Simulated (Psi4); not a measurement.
# SiH3OF (SMILES O[SiH2]F): a chain of runs, part 2 of 2

Psi4 1.11. The steps go on from the part before.

## Step 4: The excited states at TD-SVWN-RPA/def2-SVP (density fitting, save jk yes) (run 3)

job.in

```
memory 1600 mb

molecule mol {
  0 1
  O
  Si 1 1.642715
  F 2 1.617856 1 110.73284
  H 1 0.971993 2 118.10382 3 71.6187
  H 2 1.490626 3 108.40376 1 -115.86973
  H 2 1.500247 5 114.0357 1 -123.66394
  symmetry c1
}

set {
  basis   def2-SVP
  save_jk true
}

from psi4.driver.procrouting.response.scf_response import tdscf_excitations
result, w = energy("svwn", return_wfn=True)
states = tdscf_excitations(w, states=4, tda=False)
```

Run with:

```bash
$ psi4 job.in job.out -n 1
```

job.out:

```text
Psi4 1.11 release

   => Loading Basis Set <=

    Name: DEF2-SVP
    Role: ORBITAL
    Keyword: BASIS

         ---------------------------------------------------------
                                   SCF
                              RKS Reference
                        1 Threads,   1525 MiB Core
         ---------------------------------------------------------

  ==> Geometry <==

    Molecular point group: c1
    Full point group: C1

    Geometry (in Angstrom), charge = 0, multiplicity = 1:

       Center              X                  Y                   Z               Mass
    ------------   -----------------  -----------------  -----------------  -----------------
         O            0.011799136261     0.419785482237    -1.392221614521    15.994914619570
         SI           0.011799136261     0.419785482237     0.250493385479    27.976926534650
         F            0.011799136261    -1.093300229817     0.823232125843    18.998403162730
         H           -0.801846534816     0.149416501316    -1.850099030586     1.007825032230
         H            1.284449417022     1.078389607630     0.661063404807     1.007825032230
         H           -1.219828560618     1.066459191301     0.812318439472     1.007825032230

  Running in c1 symmetry.

  Rotational constants: A =      0.78569  B =      0.24392  C =      0.20299 [cm^-1]
  Rotational constants: A =  23554.45022  B =   7312.54989  C =   6085.58701 [MHz]
  Nuclear repulsion =  118.251022711943534

  Charge       = 0
  Multiplicity = 1
  Electrons    = 34
  Nalpha       = 17
  Nbeta        = 17

  ==> Algorithm <==

  SCF Algorithm Type is DF.
  DIIS enabled.
  MOM disabled.
  Fractional occupation disabled.
  Guess Type is SAD.
  Energy threshold   = 1.00e-06
  Density threshold  = 1.00e-06
  Integral threshold = 1.00e-12

  ==> Primary Basis <==

  Basis Set: DEF2-SVP
    Blend: DEF2-SVP
    Number of shells: 29
    Number of basis functions: 61
    Number of Cartesian functions: 64
    Spherical Harmonics?: true
    Max angular momentum: 2

  ==> DFT Potential <==

   => LibXC <=

    Version 7.1.2

   => Composite Functional: SVWN <=

    Slater exchange
    Vosko, Wilk & Nusair (VWN5_RPA)

    Deriv               =              1
    GGA                 =          FALSE
    Meta                =          FALSE

    Exchange Hybrid     =          FALSE
    MP2 Hybrid          =          FALSE

   => Exchange Functionals <=

    1.0000         XC_LDA_X

   => Correlation Functionals <=

    1.0000   XC_LDA_C_VWN_RPA

   => LibXC Density Thresholds  <==

    XC_LDA_C_VWN_RPA:  1.00E-15
    XC_LDA_X:  1.00E-15

   => Molecular Quadrature <=

    Radial Scheme          =       TREUTLER
    Pruning Scheme         =           NONE
    Nuclear Scheme         =       TREUTLER

    Blocking Scheme        =         OCTREE
    BS radius alpha        =              1
    Pruning alpha          =              1
    Radial Points          =             75
    Spherical Points       =            302
    Total Points           =         130710
    Total Blocks           =           1030
    Max Points             =            256
    Max Functions          =             60
    Weights Tolerance      =       1.00E-15

   => Loading Basis Set <=

    Name: (DEF2-SVP AUX)
    Role: JKFIT
    Keyword: DF_BASIS_SCF

  ==> Integral Setup <==

  DFHelper Memory: AOs need 0.011 GiB; user supplied 1.069 GiB.
  SCF_SUBTYPE=INCORE selected. In-core MEM_DF algorithm will be used.
  Using in-core AOs.

  ==> MemDFJK: Density-Fitted J/K Matrices <==

    J tasked:                   Yes
    K tasked:                    No
    wK tasked:                   No
    Memory [MiB]:              1094
    Algorithm:                 Core
    Schwarz Cutoff:           1E-12
    Mask sparsity (%):       0.3225
    Fitting Condition:        1E-10

   => Auxiliary Basis Set <=

  Basis Set: (DEF2-SVP AUX)
    Blend: DEF2-UNIVERSAL-JKFIT
    Number of shells: 106
    Number of basis functions: 336
    Number of Cartesian functions: 401
    Spherical Harmonics?: true
    Max angular momentum: 4

  Cached 100.0% of DFT collocation blocks in 0.049 [GiB].

  Minimum eigenvalue in the overlap matrix is 2.3288212215E-02.
  Reciprocal condition number of the overlap matrix is 5.6746936550E-03.
    Using symmetric orthogonalization.

  ==> Pre-Iterations <==

  SCF Guess: Superposition of Atomic Densities via on-the-fly atomic UHF (no occupation information).

   -------------------------
    Irrep   Nso     Nmo
   -------------------------
     A         61      61
   -------------------------
    Total      61      61
   -------------------------

  ==> Iterations <==

                           Total Energy        Delta E     RMS |[F,P]|

   @DF-RKS iter SAD:  -464.16777328471403   -4.64168e+02   0.00000e+00
   @DF-RKS iter   1:  -464.33976446846032   -1.71991e-01   1.22984e-02 ADIIS/DIIS
   @DF-RKS iter   2:  -463.52213843286478    8.17626e-01   2.58475e-02 ADIIS/DIIS
   @DF-RKS iter   3:  -464.54021215790715   -1.01807e+00   2.74373e-03 ADIIS/DIIS
   @DF-RKS iter   4:  -464.54802648960680   -7.81433e-03   1.91749e-03 ADIIS/DIIS
   @DF-RKS iter   5:  -464.55226002441623   -4.23353e-03   4.51572e-04 ADIIS/DIIS
   @DF-RKS iter   6:  -464.55258117685469   -3.21152e-04   6.74208e-05 DIIS
   @DF-RKS iter   7:  -464.55259031920173   -9.14235e-06   1.19103e-05 DIIS
   @DF-RKS iter   8:  -464.55259057250106   -2.53299e-07   1.80647e-06 DIIS
   @DF-RKS iter   9:  -464.55259057845575   -5.95469e-09   2.97915e-07 DIIS
  Energy and wave function converged.

  ==> Post-Iterations <==

   Electrons on quadrature grid:
      Ntotal   =   34.0000164082 ; deviation = 1.641e-05

    Orbital Energies [Eh]
    ---------------------

    Doubly Occupied:

       1A    -65.176934     2A    -24.093137     3A    -18.640508
       4A     -5.089432     5A     -3.536248     6A     -3.533925
       7A     -3.531711     8A     -1.060252     9A     -0.926009
      10A     -0.545247    11A     -0.467437    12A     -0.411979
      13A     -0.404406    14A     -0.374962    15A     -0.342650
      16A     -0.318064    17A     -0.298597

    Virtual:

      18A     -0.020244    19A     -0.003967    20A      0.030592
      21A      0.059005    22A      0.076218    23A      0.156099
      24A      0.264487    25A      0.344805    26A      0.366336
      27A      0.377016    28A      0.425431    29A      0.438860
      30A      0.465187    31A      0.568879    32A      0.744693
      33A      0.761527    34A      0.783835    35A      0.896555
      36A      0.932019    37A      1.041671    38A      1.085331
      39A      1.151445    40A      1.165756    41A      1.183985
      42A      1.359595    43A      1.412327    44A      1.477708
      45A      1.518066    46A      1.573056    47A      1.620335
      48A      1.683034    49A      1.938520    50A      2.066919
      51A      2.108579    52A      2.582959    53A      2.744273
      54A      2.823619    55A      2.949593    56A      2.977116
      57A      3.032589    58A      3.056257    59A      3.075083
      60A      3.416926    61A      3.538249

    Final Occupation by Irrep:
              A
    DOCC [    17 ]
    NA   [    17 ]
    NB   [    17 ]

  @DF-RKS Final Energy:  -464.55259057845575

   => Energetics <=

    Nuclear Repulsion Energy =            118.2510227119435342
    One-Electron Energy =                -881.0787446347389960
    Two-Electron Energy =                 337.6991708896390492
    DFT Exchange-Correlation Energy =     -39.4240395452993155
    Empirical Dispersion Energy =           0.0000000000000000
    VV10 Nonlocal Energy =                  0.0000000000000000
    Total Energy =                       -464.5525905784557494

Computation Completed

Properties will be evaluated at   0.000000,   0.000000,   0.000000 [a0]

Properties computed using the SCF density matrix

 Multipole Moments:

 ------------------------------------------------------------------------------------
     Multipole            Electronic (a.u.)      Nuclear  (a.u.)        Total (a.u.)
 ------------------------------------------------------------------------------------

 L = 1.  Multiply by 2.5417464519 to convert [e a0] to [Debye]
 Dipole X            :          0.1664612           -0.7019434           -0.5354822
 Dipole Y            :         -2.9234872            3.1933421            0.2698549
 Dipole Z            :          0.8231245           -1.1309889           -0.3078644
 Magnitude           :                                                    0.6740500

 ------------------------------------------------------------------------------------

	total time  =          2 seconds =       0.03 minutes

******************************************************************************************
**********                               WARNING                                **********
**********       The names of excited state variables changed between 1.5       **********
**********     and 1.6. For a quick solution, remove the symmetry specifier     **********
**********   from the variable name. For full details, see 'Notes on Psivars'   **********
**********                        in the documentation.                         **********
******************************************************************************************

         ---------------------------------------------------------
                         TDSCF excitation energies
         ---------------------------------------------------------

  ==> Options <==

     Residual threshold  : 1.0000e-04
     Initial guess       : denominators
     Reference           : RHF
     Solver type         : RPA (Hamiltonian)

  ==> Requested Excitations <==

      4 singlet states with A symmetry

  ==> Seeking the lowest 4 singlet states with A symmetry

                        Generalized Hamiltonian Solver

  ==> Options <==

    Max number of iterations        = 60
    Eigenvector tolerance           = 1.0000e-04
    Max number of expansion vectors = 800

  => Iterations <=
                              Max[D[value]]     Max[|R|]   # vectors
  HamiltonianSolver iter   1:   3.30619e-01  1.17207e-01     16
  HamiltonianSolver iter   2:   3.24609e-03  6.29895e-02     20
  HamiltonianSolver iter   3:   4.85198e-04  2.24775e-02     28
  HamiltonianSolver iter   4:   4.48799e-05  1.08388e-02     36
  HamiltonianSolver iter   5:   1.09172e-05  4.36716e-03     44
  HamiltonianSolver iter   6:   1.70857e-06  2.01995e-03     52
  HamiltonianSolver iter   7:   3.77735e-07  6.93946e-04     60
  HamiltonianSolver iter   8:   2.88350e-08  2.69382e-04     68
  HamiltonianSolver iter   9:   3.43483e-09  1.16043e-04     74
  HamiltonianSolver iter  10:   4.75651e-10  7.18482e-05     76      Converged

******************************************************************************************
**********                               WARNING                                **********
**********  Length-gauge rotatory strengths are **NOT** gauge-origin invariant  **********
******************************************************************************************

                                    Excitation Energy         Total Energy        Oscillator Strength             Rotatory Strength
     #   Sym: GS->ES (Trans)        au              eV              au          au (length)    au (velocity)    au (length)    au (velocity)
    ---- -------------------- --------------- --------------- --------------- --------------- --------------- --------------- ---------------
     1        A->A (1 A)       0.28405         7.72926        -464.26855       0.0021          0.0066          0.0385          0.0618
     2        A->A (1 A)       0.30272         8.23743        -464.24987       0.0055          0.0053          0.0476          0.0428
     3        A->A (1 A)       0.30685         8.34972        -464.24574       0.0201          0.0469         -0.0649         -0.1014
     4        A->A (1 A)       0.32683         8.89348        -464.22576       0.0030          0.0091          0.0089          0.0326

Contributing excitations and de-excitations
Only contributions with abs(coeff) > 1.00e-01 will be printed:

Excited State    1 (1 A):   0.28405 au   160.41 nm f = 0.0021
  Sums of squares: Xssq =  1.000430e+00; Yssq =  4.301035e-04; Xssq - Yssq =  1.000000e+00
     17a  ->  18a     0.989726 (97.956%)

Excited State    2 (1 A):   0.30272 au   150.51 nm f = 0.0055
  Sums of squares: Xssq =  1.000553e+00; Yssq =  5.527934e-04; Xssq - Yssq =  1.000000e+00
     16a  ->  18a     0.224949 ( 5.060%)
     16a  ->  19a    -0.128030 ( 1.639%)
     17a  ->  19a    -0.957154 (91.614%)

Excited State    3 (1 A):   0.30685 au   148.49 nm f = 0.0201
  Sums of squares: Xssq =  1.000705e+00; Yssq =  7.046494e-04; Xssq - Yssq =  1.000000e+00
     16a  ->  18a    -0.961586 (92.465%)
     17a  ->  19a    -0.221863 ( 4.922%)

Excited State    4 (1 A):   0.32683 au   139.41 nm f = 0.0030
  Sums of squares: Xssq =  1.000736e+00; Yssq =  7.360234e-04; Xssq - Yssq =  1.000000e+00
     15a  ->  18a     0.688877 (47.455%)
     16a  ->  19a     0.702331 (49.327%)

******************************************************************************************
**********                               WARNING                                **********
**********       The names of excited state variables changed between 1.5       **********
**********     and 1.6. For a quick solution, remove the symmetry specifier     **********
**********   from the variable name. For full details, see 'Notes on Psivars'   **********
**********                        in the documentation.                         **********
******************************************************************************************

    Psi4 run time: 0:00:09.95
```

Wall time 11 s (1 thread of Intel Xeon Platinum 8488C (Sapphire Rapids), shared host); peak memory 0.27 GiB.

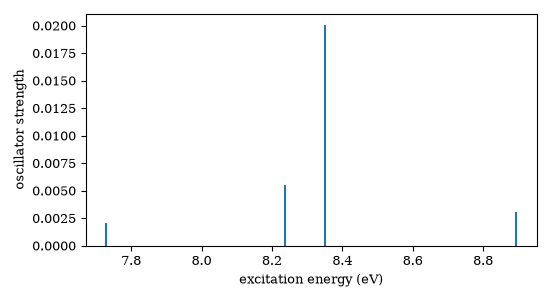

Vertical excitations as sticks.

The roots found:

```
excited state  energy (eV)  strength  label
            1        7.729    0.0021    A 1
            2        8.237    0.0055    A 1
            3        8.350    0.0201    A 1
            4        8.893    0.0031    A 1
```

## Step 5: Outcome

What follows sums up all 2 parts.

| quantity | value |
| --- | --- |
| run 1, SVWN-RPA/def2-SVP: total energy at the end | -464.55259 Eh |
| run 1, SVWN-RPA/def2-SVP: dipole moment | 1.71 D |
| run 1, SVWN-RPA/def2-SVP: HOMO energy | -8.13 eV |
| run 1, SVWN-RPA/def2-SVP: LUMO energy | -0.55 eV |
| run 1, SVWN-RPA/def2-SVP: HOMO–LUMO gap | 7.57 eV |
| run 2, SVWN-RPA/def2-SVP: lowest harmonic wavenumber | 264 cm⁻¹ |
| run 2, SVWN-RPA/def2-SVP: highest harmonic wavenumber | 3808 cm⁻¹ |
| run 2, SVWN-RPA/def2-SVP: zero-point energy | 87.5 kJ/mol |
| run 2, SVWN-RPA/def2-SVP: ideal-gas entropy at 600 K (symmetry number 1 as used) | 79.4 cal/(mol K) |
| run 3, TD-SVWN-RPA/def2-SVP: ground-state or mean-field energy | -464.55259 Eh |
| run 3, TD-SVWN-RPA/def2-SVP: dipole moment (SVWN-RPA Kohn–Sham density) | 1.71 D |
| run 3, TD-SVWN-RPA/def2-SVP: HOMO energy (SVWN-RPA Kohn–Sham orbitals) | -8.13 eV |
| run 3, TD-SVWN-RPA/def2-SVP: LUMO energy (SVWN-RPA Kohn–Sham orbitals) | -0.55 eV |
| run 3, TD-SVWN-RPA/def2-SVP: HOMO–LUMO gap (SVWN-RPA Kohn–Sham orbitals) | 7.57 eV |
| run 3, TD-SVWN-RPA/def2-SVP: lowest excitation energy | 7.73 eV |

What this shows: The optimisation (run 1, SVWN-RPA/def2-SVP) took 6 steps and changed the energy by -0.022 eV. All 12 modes (run 2, SVWN-RPA/def2-SVP) are real, so the shape is a minimum at this level. The brightest of the 4 transitions from the ground state lies at 8.35 eV (148 nm, f = 0.020); the lowest, at 7.73 eV, has f = 0.002. The basis has no diffuse functions, so Rydberg states are missing or pushed up, and the true lowest state may lie lower. Roots above 8.1 eV lie over the negative of the HOMO energy, where those of Rydberg kind are poorly described; valence roots are less touched.
